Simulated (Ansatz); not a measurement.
# C2H3Ge (SMILES [C]#[C][GeH3]) at UCCSD/def2-SVPD

What is the vertical doublet–quartet gap of C2H3Ge at UCCSD/def2-SVPD? 

The results are computed with Ansatz 0.2.0.

55 further runs of the same task are left out: 6 that didn't finish, 49 set aside as unsound or not needed. Runs told in other sessions of the task aren't counted.

## Step 1: The molecule

The species is C2H3Ge (6 atoms), meant as a doublet with charge 0. SMILES: `[C]#[C][GeH3]`. The coordinates come from a PBE0-D4/def2-TZVP relaxation.

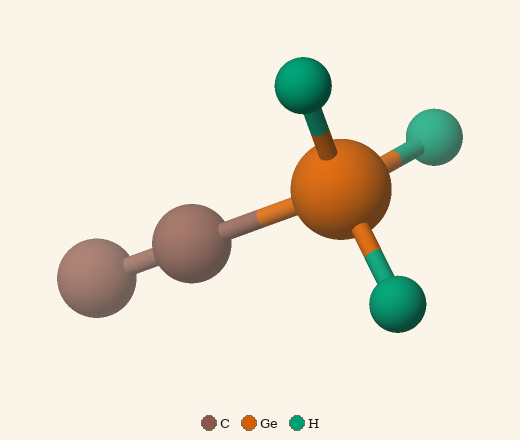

Viewed from a chosen angle; carbon brown, germanium orange, hydrogen teal.

## Step 2: The energy at UCCSD/def2-SVPD

Contents of molecule.yaml:

```yaml
crystal:
  periodic: [false, false, false]
  atoms:
    - {symbol: C, position_ang: [1.063000, -1.993700, 1.127200]}
    - {symbol: C, position_ang: [0.554800, -1.039400, 0.581600]}
    - {symbol: Ge, position_ang: [-0.244200, 0.461100, -0.277700]}
    - {symbol: H, position_ang: [-1.482100, -0.028100, -1.035900]}
    - {symbol: H, position_ang: [0.783700, 1.059700, -1.242900]}
    - {symbol: H, position_ang: [-0.633000, 1.476400, 0.801400]}
basis:
  gaussian:
    orbitals: def2-SVPD
magnetization:
  spin_polarized: true
  initial_magnetization: 1
correlation:
  method: ccsd
  frozen_orbitals: {C: 1, Ge: 9, H: 0}
accuracy: high
scf:
  omitted_lower_state_checks: [cluster_reference, increment]
```

Started as:

```bash
$ ansatz run molecule.yaml --threads 1 --pin off --max-ram 3480MiB --events-out events.jsonl --progress --plain --runs-dir runs
```

The program printed (excerpt; [...] marks lines left out):

```text
Warning: RAYON_NUM_THREADS=1 ignored (pool sized by the plan → 1); use --threads N
Functional definition: HF
  name "HF"
[...]
2013 factors; integrals over basis functions are off by at most 4.5e-9 eV
[...]
mean field -58569.05193411 eV, -2152.3729590492 hartree, gradient 1.3e-8 eV, S^2 1.148077; 4 other end points of the search recorded, 0 dependent functions left out
11 core orbitals not correlated: weight in the atoms' cores, before any rotation towards them, 1.000 or more for the frozen orbitals, at most 0.000 for the correlated occupied ones
reference -58569.05193411 eV, -2152.3729590492 hartree; 13, 12 occupied and 78, 79 virtual orbitals, 2013 factors
second order -11.93073342 eV of doubles, -0.00000000 eV of singles
cycle   1  -12.14512090 eV  change   -2.1e-1 eV  update   1.2e-1
[...]
cycle  28  -13.09851637 eV  change   -2.1e-9 eV  update   1.4e-9
Total energy: -58582.15045048 eV, -2152.8543206472 hartree
Checks for a lower state left out: cluster_reference, increment
```

Wall time 2.2 min (1 thread of Arm Neoverse V1, shared host); peak memory 1.4 GiB.

## Step 3: The quartet, same level

Edit molecule.yaml of step 2 so:

```diff
@@ -10,12 +10,6 @@
 basis:
-  gaussian:
-    orbitals: def2-SVPD
-magnetization:
-  spin_polarized: true
-  initial_magnetization: 1
-correlation:
-  method: ccsd
-  frozen_orbitals: {C: 1, Ge: 9, H: 0}
+  gaussian: {orbitals: def2-SVPD}
+magnetization: {spin_polarized: true, initial_magnetization: 3}
+scf: {omitted_lower_state_checks: [cluster_reference, increment]}
+correlation: {method: ccsd, frozen_orbitals: {C: 1, Ge: 9, H: 0}}
 accuracy: high
-scf:
-  omitted_lower_state_checks: [cluster_reference, increment]
```

Started as:

```bash
$ ansatz run molecule.yaml --threads 1 --pin off --max-ram 3480MiB --events-out events.jsonl --progress --plain --runs-dir runs
```

The program printed (excerpt; [...] marks lines left out):

```text
Warning: RAYON_NUM_THREADS=1 ignored (pool sized by the plan → 1); use --threads N
[... 2 set-up lines as earlier in the session ...]
[...]
2013 factors; integrals over basis functions are off by at most 4.5e-9 eV
[...]
mean field -58564.89843289 eV, -2152.2203206950 hartree, gradient 1.8e-8 eV, S^2 3.865382; 8 other end points of the search recorded, 0 dependent functions left out
11 core orbitals not correlated: weight in the atoms' cores, before any rotation towards them, 1.000 or more for the frozen orbitals, at most 0.000 for the correlated occupied ones
reference -58564.89843289 eV, -2152.2203206950 hartree; 14, 11 occupied and 77, 80 virtual orbitals, 2013 factors
second order -10.96316031 eV of doubles, -0.00000000 eV of singles
cycle   1  -11.39763860 eV  change   -4.3e-1 eV  update   9.6e-2
[...]
cycle  39  -12.11045612 eV  change  -4.3e-10 eV  update  9.5e-10
Total energy: -58577.00888902 eV, -2152.6653717486 hartree
Checks for a lower state left out: cluster_reference, increment
```

Run time: 4.2 min. Hardware: 1 thread of Arm Neoverse V1, shared host; peak memory 1.4 GiB.

## Step 4: Results

At UCCSD/def2-SVPD, 11 core orbitals frozen:

| quantity | value |
| --- | --- |
| doublet: total energy | -2152.85432 Eh |
| doublet: correlation energy (11 core orbitals frozen) | -481.4 mEh |
| doublet: ⟨S²⟩ of the reference determinant | 1.148 |
| doublet: T1 diagnostic | 0.040 |
| quartet: total energy | -2152.66537 Eh |
| quartet: correlation energy (11 core orbitals frozen) | -445.1 mEh |
| quartet: ⟨S²⟩ of the reference determinant | 3.865 |
| quartet: T1 diagnostic | 0.023 |
| vertical energy of the quartet above the doublet | 5.142 eV |

In words: At this shape the quartet lies 5.14 eV (496 kJ/mol) above the doublet. ⟨S²⟩ (doublet) is 1.15 where a pure doublet has 0.75: the reference is spin-contaminated. ⟨S²⟩ (quartet) is 3.87 where a pure quartet has 3.75: the reference is spin-contaminated.
